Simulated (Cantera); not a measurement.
A closed system holds: 1 mol Pb, 0.14 mol CO, 3 mol H₂, held at 748.15 K.

Cantera equilibrium calculation (NASA polynomials, part measured and part estimated; ideal gas, pure solids and liquids). Candidate condensed phases: C, C₆H₆, C₇H₈, C₈H₁₈, H₂O, Pb, PbO, PbO₂, Pb₃O₄; 113 gas species. The numbers say what is thermodynamically allowed, not how fast it happens.

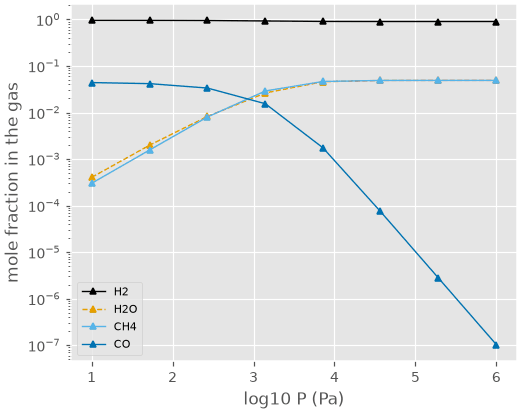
Figure. Equilibrium gas composition (values under 1e-9 drawn at 1e-9)

Question: Read off the mole fractions at 1.90 bar.

Answer: H₂ about 0.90, CH₄ about 0.049, H₂O about 0.049, CO about 2.9e-6.
